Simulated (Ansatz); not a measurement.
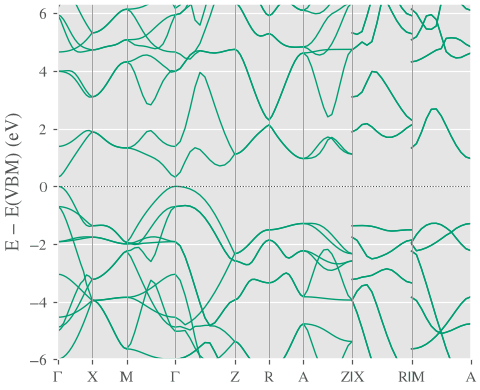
*Band structure from r²SCAN (plane waves, PAW; program Ansatz)*

Task: Read off the gap and where the band edges lie.

Result: About 0.3 eV (0.32 eV by a search for the band edges); maximum at Γ, minimum at Γ.

The material is SiS$_{2}$ (rutile, P4_2/mnm).

The cell is a constructed one: a structure type filled with these elements; neither database checked (COD, Materials Project) lists it. COD files the formula under space group No. 72, 122, so this cell is another polymorph or a model. Whether it is the stable phase at ambient conditions was not checked. The r²SCAN relaxation kept the symmetry of its start; whether a distortion lowers the energy is not shown.

Potentials: the later of the program's two PAW sets.
